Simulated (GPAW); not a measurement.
Band structure of MoRu (P-6m2, 2 atoms in the cell).

```yaml
crystal:
  lattice:
    - [2.80380, 0.00000, 0.00000]
    - [-1.40190, 2.42816, 0.00000]
    - [0.00000, 0.00000, 4.50612]
  atoms:
    - { symbol: Mo, position: [0.66667, 0.33333, 0.00000] }
    - { symbol: Ru, position: [0.33333, 0.66667, 0.50000] }
```

Computed with LDA (Perdew-Wang 92), GPAW PAW datasets LDA (gpaw-data 1.0.1) (plane waves; GPAW).

Settings: mode = pw; ecut = 550 eV; xc = LDA; kpts = 13 13 7; mesh shift (steps) = 0 0 0; occupations.name = fermi-dirac; occupations.width = 0.1 eV; nbands = -6; symmetry.symmorphic = false; symmetry.tolerance = 0.0005; maxiter = 150; bandpath_npoints = 40.

The starting cell comes from a database of computed structures (which also holds hypothetical and non-ambient phases and stackings), without a prior relaxation at this level. Its lattice was rescaled by a random factor within 2.5 % of one. Spin polarisation is off.

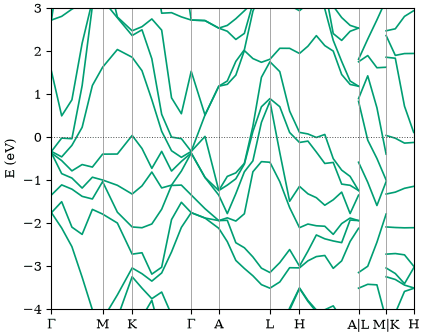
Figure: Bands along the path, energies from the Fermi level.

Levels in eV from the Fermi level, bands 12 to 19:
```tsv
point	12	13	14	15	16	17	18	19
Γ	-1.76	-1.35	-0.37	-0.37	-0.33	-0.33	1.53	2.72
M	-1.79	-1.04	-1.00	-0.40	1.62	3.19	4.22	4.65
K	-2.72	-2.09	-1.32	0.04	1.86	2.36	2.47	7.35
A	-1.94	-1.94	-1.35	-1.24	-1.24	1.18	1.18	2.53
L	-3.15	-0.59	0.83	0.89	1.75	1.81	3.62	4.23
H	-3.00	-2.11	-1.15	-0.13	0.11	1.94	2.94	7.93
```

Bands cross the Fermi level along this path, so the cell is metallic at this level.
